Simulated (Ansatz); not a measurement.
## Lattice dynamics of Cs3Bi2Br9 (P-3m1)

The cell of Cs3Bi2Br9 (P-3m1) is at rest. What are its phonons? After the zone centre comes a 2×2×1 q mesh on a 6×6×4 k mesh.

Method: DFT PBEsol, scalar-relativistic, plane waves, PAW; PAW set soft_1, in Ansatz 0.2.0.

**Measured values to reproduce.**

For Cs3Bi2Br9, trigonal (I) (crystalline powder, 300 K), “Pressure induced emergence of visible luminescence in Cs3Bi2Br9: Effect of structural distortion in optical behaviour” (2020, arxiv:2009.01478) gives, by Raman, 532 nm: Raman mode (Eg, Bi-Br stretching) 167 cm⁻¹; Raman mode (A1g, Bi-Br stretching) 192 cm⁻¹.

### Step 1. Starting point

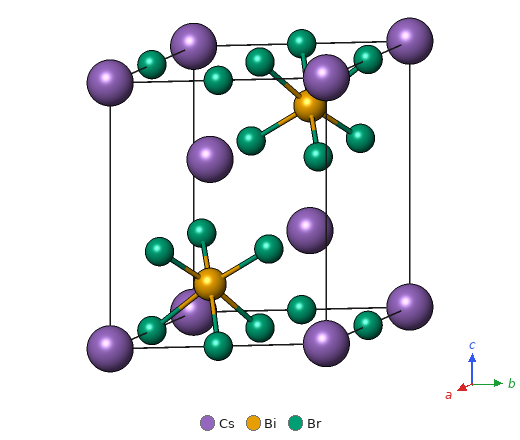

The cell as given, slightly off an axis (caesium purple, bismuth orange, bromine teal). Some periodic images of atoms are drawn too.

### Step 2. Modes at Γ

The cell comes from relaxations at this level that are not shown. The zone centre comes first: it holds the modes that light can see, as far as symmetry allows. The response to a homogeneous field gives the Born charges and the dielectric tensor, and its change with displacement the Raman tensors.

Contents of input.yaml:

```yaml
crystal:
  lattice:
    - [7.9116901094, 0.0, 0.0]
    - [-3.9558450547, 6.8517246216, 0.0]
    - [0.0, 0.0, 9.8098755863]
  atoms:
    - { symbol: Cs, position: [0.6666666667, 0.3333333333, 0.6600357016] }
    - { symbol: Cs, position: [0.3333333333, 0.6666666667, 0.3399642984] }
    - { symbol: Cs, position: [0.0, 0.0, 0.0] }
    - { symbol: Bi, position: [0.6666666667, 0.3333333333, 0.1905003806] }
    - { symbol: Bi, position: [0.3333333333, 0.6666666667, 0.8094996194] }
    - { symbol: Br, position: [0.5, 0.5, 0.0] }
    - { symbol: Br, position: [0.5, 0.0, 0.0] }
    - { symbol: Br, position: [0.0, 0.5, 0.0] }
    - { symbol: Br, position: [0.3297844244, 0.1648922122, 0.3395953109] }
    - { symbol: Br, position: [0.8351077878, 0.1648922122, 0.3395953109] }
    - { symbol: Br, position: [0.8351077878, 0.6702155756, 0.3395953109] }
    - { symbol: Br, position: [0.1648922122, 0.3297844244, 0.6604046891] }
    - { symbol: Br, position: [0.1648922122, 0.8351077878, 0.6604046891] }
    - { symbol: Br, position: [0.6702155756, 0.8351077878, 0.6604046891] }
kpoints:
  mp_grid: { grid: [6, 6, 4] }
hamiltonian:
  xc: pbesol
  pseudopotentials: { kind: paw, azcp: { folder: soft_1 }, xc_functional: pbe }
scf:
  occupations: { method: fixed }
output:
  eigenvalues: true
phonons:
  method: dfpt
  dielectric: true
  rigid_motions: translations
  raman: true
```

Launch:

```bash
ansatz run input.yaml --threads 16 --pin off --max-ram 61440MiB --backend cuda --events-out ev --progress --plain --runs-dir out
```

Numbers of over 12 decimals in the logs are rounded to 6 here.

Log:

```text
Engine: ansatz 0.2.0, aarch64-unknown-linux-gnu
Pseudopotentials: kind: paw
Pseudopotential: Cs, paw, valence charge 9, recommended cutoff 420 eV (normal), soft_1/Cs.paw.azcp
Pseudopotential: Bi, paw, valence charge 15, recommended cutoff 420 eV (normal), soft_1/Bi.paw.azcp
Pseudopotential: Br, paw, valence charge 7, recommended cutoff 420 eV (normal), soft_1/Br.paw.azcp
Functional definition: PBEsol
  exchange = pbesol_x
  correlation = pbesol_c
[...]
Crystal: 14 atoms, lattice volume = 531.781 Å³
Basis set: ecut = 420 eV, 10335 PW (Γ), exchange–correlation on 108×108×144 points (8 copies of the dense FFT grid, shifted against one another)
Bands: 74, of which v1, the nominal top of the filled ones, is band 60 counted from 1 (59 counted from 0)
Symmetry: 12 space group operations
k-points: 76 of 144 (irreducible under 1 space group operation, time reversal used)
Non-local potential: Cs, projectors of the file, l = 0: 3, l = 1: 2, l = 2: 2, l = 3: 2
Non-local potential: Bi, projectors of the file, l = 0: 2, l = 1: 2, l = 2: 2, l = 3: 1
Non-local potential: Br, projectors of the file, l = 0: 2, l = 1: 2, l = 2: 2
PAW form: soft (Blöchl's): semilocal exchange-correlation on the pseudo side does not see the compensation charge
PAW frozen core: Cs, regenerated for the run's functional, and the local potential with it (the file was generated under x = pbe(κ = 0.804, μ = 0.219515), c = pbe(β = 0.066725))
PAW frozen core: Bi, regenerated for the run's functional, and the local potential with it (the file was generated under x = pbe(κ = 0.804, μ = 0.219515), c = pbe(β = 0.066725))
PAW frozen core: Br, regenerated for the run's functional, and the local potential with it (the file was generated under x = pbe(κ = 0.804, μ = 0.219515), c = pbe(β = 0.066725))
PAW one-centre angular grid: Cs, 194 points (default); XC on 64 Gauss nodes
PAW one-centre angular grid: Bi, 590 points (default); XC on 64 Gauss nodes
PAW one-centre angular grid: Br, 110 points (default); XC on 64 Gauss nodes
Initial density: superposition of atomic densities (chi_scale 0.1, normalization cell, long waves kept (reshape's long-wave potential 0.05 eV rms))
Initial wavefunctions: pseudopotential atomic-orbital guess
[...]
Functional: x = pbesol(κ = 0.804, μ = 0.123457), c = pbesol(β = 0.046)
SCF iter   1: F=—  HF=-65896.011316 eV  |F-HF|=—  |Δ(HF+E_count)|=         —  Δρ=2.42e-2  dr2=7.32e0  ethr=3.10e-3  ⟨swp⟩=4.7  Hψ=20201  notcnv=0  defer=839
preconditioner: auto → Resta (q_TF=auto, 2.129 Å⁻¹)  ε∞=3.3  [insulator: Δε(μ)=2.241 eV  Ē_g=10.231 eV  n_scr=84 (ndim 8)  ℏωp=15.6 eV  f_vac=0.002  ε∞_Penn≈3.3]
SCF iter   2: F=—  HF=-65893.620573 eV  |F-HF|=—  |Δ(HF+E_count)|=    2.39e0  Δρ=1.12e-2  dr2=2.10e0  ethr=3.10e-3  ⟨swp⟩=2.8  Hψ=9731  notcnv=0  defer=845
[...]
SCF iter  12: F=-65892.537324 eV  HF=-65892.537324 eV  |F-HF|=2.91e-11  |Δ(HF+E_count)|=  5.82e-11  Δρ=4.47e-8  dr2=2.59e-11  ethr=1.00e-12  ⟨swp⟩=6.0  Hψ=27403  notcnv=0
SCF 1 converged in 12 iterations: F = -65892.537324 eV  dr2 = 2.59e-11
  greatest PAW one-centre occupation: 0.990 electrons in one spin orbital (limit 2), on the Bi atom at site 4 (counted from 0), in its partial waves of l = 2
[...]
NSCF: frozen V_eff on 24 k-points, pencils in batches of 32, up to order 296
[...]
NSCF: frozen V_eff on 24 k-points
[...]
DFPT response loops at q = (0, 0, 0) (fractional): preconditioner auto → Resta (q_TF=auto, 2.129 Å⁻¹)  ε∞=5.0 (no band partly filled); β = 1.00, the filter's whole step (`scf.mixing.beta` (0.50) is not read by the response loops at its default; to damp them type it under 1.00, their step now; it binds the ground state too); Anderson in place of MSR1; while a model of the screening serves, it and β = 1 on shorter waves in the place of filter and β
[...]
DFPT response loops at Γ: preconditioner auto → Resta (q_TF=auto, 2.129 Å⁻¹)  ε∞=5.0 (no band partly filled); β = 1.00, the filter's whole step (`scf.mixing.beta` (0.50) is not read by the response loops at its default; to damp them type it under 1.00, their step now; it binds the ground state too); Broyden in place of MSR1
[...]
SCF 1 converged in 8 iterations: F = -65892.089625 eV  dr2 = 1.45e-11
[...]
SCF converged after 12 iterations
[...]
174.23      1             0.5162                 0.0000               —
        184.14      1            10.3123                 0.0000               —
        187.58      1             0.0000              1520.5384           0.000
  optical modes at Γ + LO–TO along q̂ = [0.0000, 1.0000, 0.0000]:
      ω (cm⁻¹)  modes    IR ((D/Å)²/amu)  static Raman (Å⁴/amu)  depolarisation
        -11.17      1             0.0005                 0.0000               —
        -11.16      1             0.0001                 0.0000               —
         -4.49      1             0.0000                 0.0000               —
         20.66      1             0.0568                 0.0000               —
         23.57      2             0.0000                 2.8326           0.750
         24.73      1             0.0000                 0.0000               —
         28.92      2             0.0000                 4.0527           0.750
         29.83      1             0.0001                 0.0000               —
         29.83      1             0.0000                 0.0000               —
         30.39      1             1.2720                 0.0000               —
         31.75      1             1.7315                 0.0000               —
         31.98      1             0.0000                 5.5060           0.085
         38.62      1             0.0000                 0.0000               —
         38.85      1             0.2050                 0.0000               —
         40.26      1             0.0177                 0.0000               —
         40.88      1             0.1146                 0.0000               —
         56.33      1             0.4997                 0.0000               —
         58.11      1             0.0000               131.7487           0.735
         58.25      1             0.1553                 0.0000               —
         59.35      2             0.0000               219.0960           0.750
         59.45      1             0.2563                 0.0000               —
         63.23      1             0.0443                 0.0000               —
         63.66      1             0.0671                 0.0000               —
         67.90      1             0.1868                 0.0000               —
         72.90      2             0.0000                56.2703           0.750
         87.91      1             0.0000                57.3459           0.318
        130.11      1             7.8128                 0.0000               —
        147.35      1             2.3188                 0.0000               —
        148.15      1            10.0325                 0.0000               —
        164.51      1             3.6270                 0.0000               —
        165.01      2             0.0000               490.2386           0.750
        174.23      1             0.5162                 0.0000               —
        184.14      1            10.3123                 0.0000               —
        187.58      1             0.0000              1520.5384           0.000
  optical modes at Γ + LO–TO along q̂ = [0.0000, 0.0000, 1.0000]:
      ω (cm⁻¹)  modes    IR ((D/Å)²/amu)  static Raman (Å⁴/amu)  depolarisation
        -11.17      2             0.0011                 0.0000               —
         -4.49      1             0.0000                 0.0000               —
         20.95      1             0.0028                 0.0000               —
         23.57      2             0.0000                 2.8326           0.750
         24.73      1             0.0000                 0.0000               —
         28.92      2             0.0000                 4.0527           0.750
         29.83      2             0.0001                 0.0000               —
         30.39      2             2.5440                 0.0000               —
         31.98      1             0.0000                 5.5060           0.085
         38.62      1             0.0000                 0.0000               —
         40.26      2             0.0354                 0.0000               —
         44.91      1             0.5880                 0.0000               —
         56.33      2             0.9995                 0.0000               —
         58.11      1             0.0000               131.7487           0.735
         59.35      2             0.0000               219.0960           0.750
         59.47      1             0.1368                 0.0000               —
         63.23      2             0.0886                 0.0000               —
         69.18      1             0.1725                 0.0000               —
         72.90      2             0.0000                56.2703           0.750
         87.91      1             0.0000                57.3459           0.318
        130.11      2            15.6255                 0.0000               —
        164.51      2             7.2540                 0.0000               —
        165.01      2             0.0000               490.2386           0.750
        170.72      1             1.9969                 0.0000               —
        184.25      1             9.7822                 0.0000               —
        187.58      1             0.0000              1520.5384           0.000
```

Elapsed: 64 s, on 1 × NVIDIA GB200 with 16 threads of Arm Neoverse V2, shared host; peak memory 12 GiB; 8.7 min of CPU time.

The column dr2 measures how far the density is from self-consistency, as an energy; F and HF (Harris–Foulkes) agree once it is small.

This step gave:

- gap on the k-mesh: 2.392 eV
- volume per atom: 37.98 Å³
- sum-rule residual before enforcement: 6.42e-5 eV/Å²
- miss of the charge sum rule: 0.09517 e
- estimated error of the dielectric tensor: 0.02630
- estimated error of the Born charges: 0.04453 e
- point group: -3m
- highest optical mode at the zone centre (no LO-TO term): 187.6 cm⁻¹
- lowest optical zone-centre mode: -11.17 cm⁻¹
- mean high-frequency dielectric constant: 4.197
- largest Born charge (third of the trace): 4.268 e
- top of the zone-centre spectrum with the field: 187.6 cm⁻¹

Without the LO-TO term. Patterns of degenerate modes are one choice out of their space. Modes at Γ, with each element's share of the kinetic energy (negative means imaginary); the lowest 24 and highest 6 of 42:

```tsv
mode	frequency (cm⁻¹)	symmetry	Cs %	Bi %	Br %
1	-11.2	Eu	4	0	96
2	-11.2	Eu	4	0	96
3	-4.5	A1u	0	0	100
4	0.0	acoustic	26	27	47
5	0.0	acoustic	26	27	47
6	0.0	acoustic	26	27	47
7	20.7	A2u	89	7	4
8	23.6	Eg	1	6	93
9	23.6	Eg	1	6	93
10	24.7	A2g	0	0	100
11	28.9	Eg	97	1	2
12	28.9	Eg	97	1	2
13	29.8	Eu	94	2	5
14	29.8	Eu	94	2	5
15	30.4	Eu	74	8	18
16	30.4	Eu	74	8	18
17	31.8	A2u	79	2	19
18	32.0	A1g	97	3	0
19	38.6	A1u	0	0	100
20	40.3	Eu	2	0	98
21	40.3	Eu	2	0	98
22	56.3	Eu	1	21	78
23	56.3	Eu	1	21	78
24	58.1	A1g	1	17	82
37	164.5	Eu	0	18	82
38	164.5	Eu	0	18	82
39	165.0	Eg	0	33	67
40	165.0	Eg	0	33	67
41	174.2	A2u	0	3	97
42	187.6	A1g	0	26	74
```

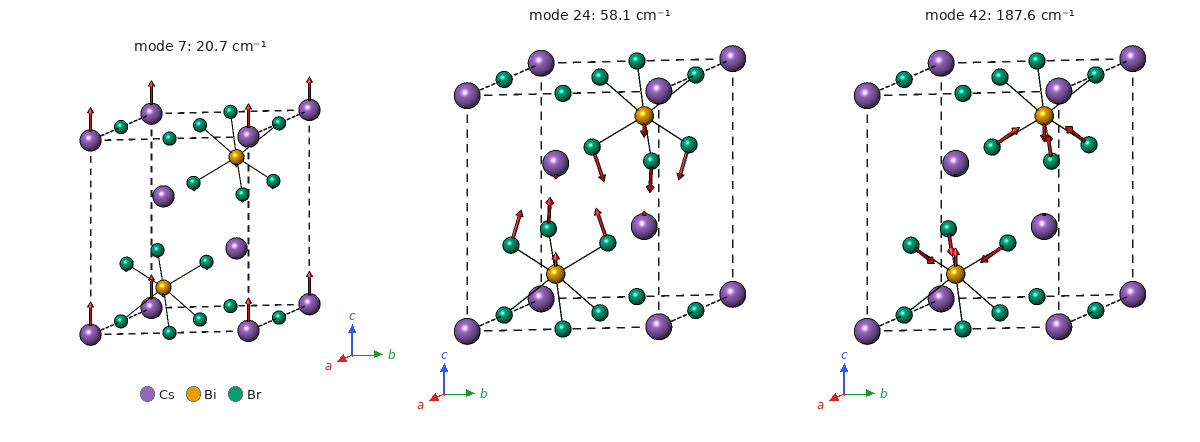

Displacement patterns of modes 7, 24 and 42 at Γ; arrows are exaggerated. Some periodic images of atoms are drawn too.

Optical modes at the zone centre, without and with the macroscopic field of the longitudinal modes; each column is sorted by frequency, so a row need not hold one and the same mode. Modes with and without the field, by row:

```tsv
rank among optical modes	no field (cm⁻¹)	q along (1, 0, 0) (cm⁻¹)	q along (0, 0, 1) (cm⁻¹)
1	-11.2	-11.2	-11.2
2	-11.2	-11.2	-11.2
3	-4.5	-4.5	-4.5
4	20.7	20.7	20.9
5	23.6	23.6	23.6
6	23.6	23.6	23.6
7	24.7	24.7	24.7
8	28.9	28.9	28.9
9	28.9	28.9	28.9
10	29.8	29.8	29.8
11	29.8	29.8	29.8
12	30.4	30.4	30.4
13	30.4	31.8	30.4
14	31.8	32	32
15	32	38.6	38.6
16	38.6	38.9	40.3
17	40.3	40.3	40.3
18	40.3	40.9	44.9
19	56.3	56.3	56.3
20	56.3	58.1	56.3
21	58.1	58.2	58.1
22	58.2	59.4	59.4
23	59.4	59.4	59.4
24	59.4	59.5	59.5
25	63.2	63.2	63.2
26	63.2	63.7	63.2
27	67.9	67.9	69.2
28	72.9	72.9	72.9
29	72.9	72.9	72.9
30	87.9	87.9	87.9
31	130.1	130.1	130.1
32	130.1	147.3	130.1
33	148.2	148.2	164.5
34	164.5	164.5	164.5
35	164.5	165	165
36	165	165	165
37	165	174.2	170.7
38	174.2	184.1	184.2
39	187.6	187.6	187.6
```

Born charge (rows field, columns displacement) (e), principal values of the symmetric part by kind of site:

```tsv
atom	atoms with these values	low	middle	high	mean
Cs1	2	1.28	1.28	1.54	1.37
Cs3	1	0.98	1.49	1.49	1.32
Bi4	2	4.22	4.29	4.29	4.27
Br6	3	-3.59	-0.72	-0.65	-1.65
Br9	6	-2.48	-0.67	-0.66	-1.27
```

In full for Cs3:

```
1.49 0.00 0.00
0.00 1.49 0.00
0.00 0.00 0.98
```

High-frequency dielectric tensor:

```
4.20 0.00 0.00
0.00 4.20 0.00
0.00 0.00 4.19
```

Transverse modes; imaginary modes are left out. Lines of the infrared spectrum (strongest = 100):

```tsv
position (cm⁻¹)	lines merged	relative intensity
21	1	0.4
24	1	0.0
25	1	0.0
29	1	0.0
30	2	16
32	2	11
39	1	0.0
40	1	0.2
56	1	6.4
58	2	1.0
59	1	0.0
63	1	0.6
68	1	1.2
73	1	0.0
88	1	0.0
130	1	100
148	1	64
164	1	46
165	1	0.0
174	1	3.3
188	1	0.0
```

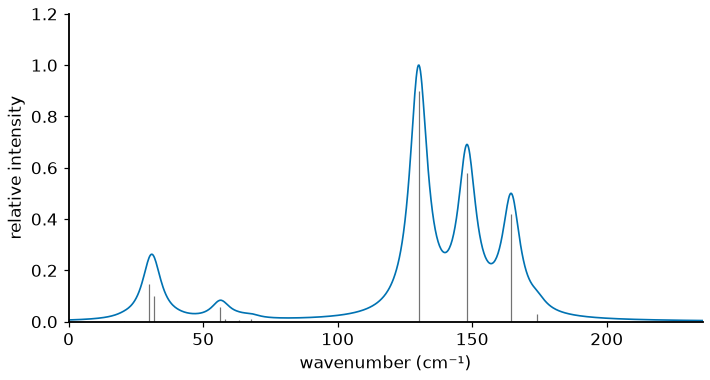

The infrared spectrum, broadened with Lorentzians of width 8 cm⁻¹; bars mark the lines.

Activity x (w_L - w)^4 (n + 1)/w, 532 nm, 300 K; imaginary modes are left out; modes without the macroscopic field alone. Raman lines, with heights relative to the strongest:

```tsv
position (cm⁻¹)	lines merged	relative intensity
21	1	0.0
24	1	7.6
25	1	0.0
29	1	7.3
30	2	0.0
32	2	8.2
39	1	0.0
40	1	0.0
56	1	0.0
58	2	62
59	1	100
63	1	0.0
68	1	0.0
73	1	17
88	1	13
130	1	0.0
148	1	0.0
164	1	0.0
165	1	36
174	1	0.0
188	1	89
```

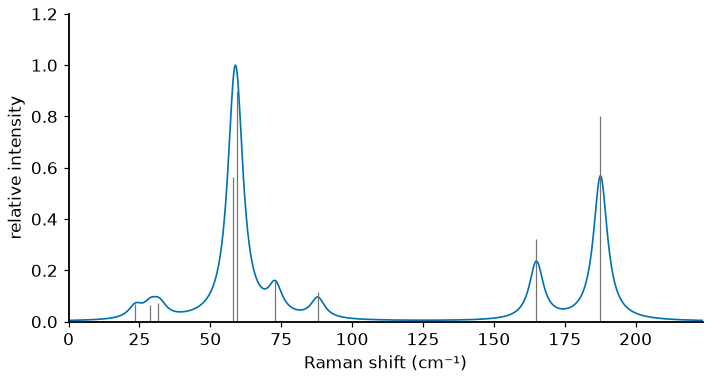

The Raman spectrum, broadened with Lorentzians of width 6 cm⁻¹; bars mark the lines.

Before it was imposed, the acoustic sum rule was missed by 6.4e-5 eV/Å² and the charge sum rule by 0.095 e. The charge miss is large and points to the mesh or the basis. The lowest optical mode is imaginary, 11.2i cm⁻¹, so the energy falls along it.

[end of part 1 of 2]

[Logs are printed without paths, hosts, clocks, repeated set-up lines and the standing remarks that a program may print on its own settings, such as how far it seeks lower states.]

[Hosts, paths, dates, database ids (printed as entryN), source tags and the programs' standing remarks are cut or masked in the printed files.]
